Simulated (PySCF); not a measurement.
C6H12, SMILES `C1CCCCC1`.

Method: ωB97X/def2-SVPD; geometry: GFN2-xTB; program: PySCF. No frequency check shows the geometry to be a minimum.

Input

```python
import numpy as np
from pyscf import gto, scf, dft, lo
from pyscf.data.elements import chemcore

def solve(mol, dm0=None, hcore=None):
    mf = (dft.UKS if mol.spin else dft.RKS)(mol, xc='wb97x')
    mf.grids.level = 3
    mf = mf.density_fit(auxbasis='def2-universal-jkfit')
    mf.conv_tol, mf.max_cycle = 1e-8, 80
    if hcore is not None:
        mf.get_hcore = lambda *args: hcore
    mf.kernel(dm0)
    if not mf.converged:
        mf = mf.newton().run(mf.mo_coeff, mf.mo_occ, max_cycle=30)
    assert mf.converged, 'SCF not converged'
    return mf

mol = gto.M(atom='''
C      1.37458    -0.45308     0.24161
C      1.07968     0.96387    -0.24161
C     -0.29491     1.41696     0.24161
C     -1.37457     0.45309    -0.24161
C     -1.07967    -0.96388     0.24161
C      0.29490    -1.41696    -0.24161
H      1.40555    -0.46326     1.33381
H      2.35229    -0.77531    -0.12360
H      1.84765     1.64942     0.12360
H      1.10402     0.98556    -1.33381
H     -0.30158     1.44887     1.33381
H     -0.50470     2.42480    -0.12360
H     -2.35226     0.77540     0.12360
H     -1.40553     0.46333    -1.33381
H     -1.84759    -1.64948    -0.12360
H     -1.10397    -0.98561     1.33381
H      0.30151    -1.44889    -1.33381
H      0.50461    -2.42482     0.12360
''', basis='def2-svpd', charge=0, spin=0, verbose=4)
mf = solve(mol)
occ_all = mf.mo_coeff[:, mf.mo_occ > 0]
occ = occ_all[:, chemcore(mol):]
loc = lo.ibo.ibo(mol, occ, iaos=lo.iao.iao(mol, occ_all))
fock, s = mf.get_fock(), mf.get_ovlp()
ortho = lo.orth_ao(mol, 'meta_lowdin')
ortho = lo.vec_lowdin(lo.iao.iao(mol, occ_all), s)
labels = lo.iao.reference_mol(mol).ao_labels(fmt=None)
vir = lo.vvo.livvo(mol, occ_all, mf.mo_coeff[:, mf.mo_occ == 0])
both = np.hstack([loc, vir])
p = (ortho.T @ s @ both) ** 2
pop = np.array([p[[l[0] == a for l in labels]].sum(0) for a in range(mol.natm)])
spd = np.array([[p[[l[0] == a and l[2][-1] == k for l in labels]].sum(0) for k in 'spd'] for a in range(mol.natm)])
eps = np.einsum('pi,pq,qi->i', both, fock, both)
for i in np.argsort(eps):
    top = np.argsort(-pop[:, i])[:3]
    print('%3d %s %9.4f Eh ' % (i + 1, 'occ' if i < loc.shape[1] else 'vir', eps[i]), '  '.join('%s%d %.3f' % (mol.atom_symbol(a), a + 1, pop[a, i]) for a in top))
np.savez('result.npz', c=both, nocc=loc.shape[1], pop=pop, spd=spd, eps=eps, e=mf.e_tot)
```

Run with:

```sh
OMP_NUM_THREADS=1 python input.py
```

The run took 46 s on 1 thread of Arm Neoverse V2, with other jobs on the host, peak memory 0.9 GiB.

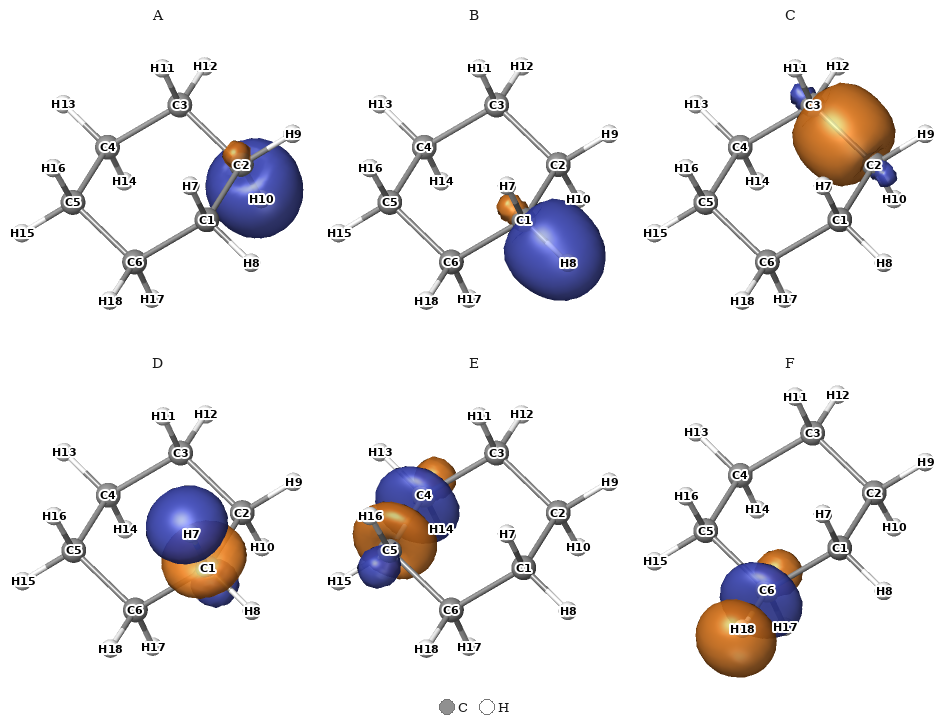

Intrinsic bond orbitals (IBO), occupied and valence-virtual; each surface holds about 70 % of the orbital's density. Energies are diagonal elements of the Fock matrix.

Q: Identify each orbital.

A: By panel:
- A: σ bond C2–H10 (C2 56 %, H10 44 %; −15.6 eV)
- B: σ bond C1–H8 (C1 56 %, H8 43 %; −15.6 eV)
- C: σ bond C3–C2 (C3 50 %, C2 50 %; −16.7 eV)
- D: σ* orbital H7–C1 (H7 56 %, C1 44 %; 12.9 eV)
- E: σ* orbital C5–C4 (C5 50 %, C4 50 %; 13.6 eV)
- F: σ* orbital H18–C6 (H18 56 %, C6 43 %; 12.9 eV)

Q: How do all the valence pairs divide up?

A: 18 pairs: 18 σ bonds.
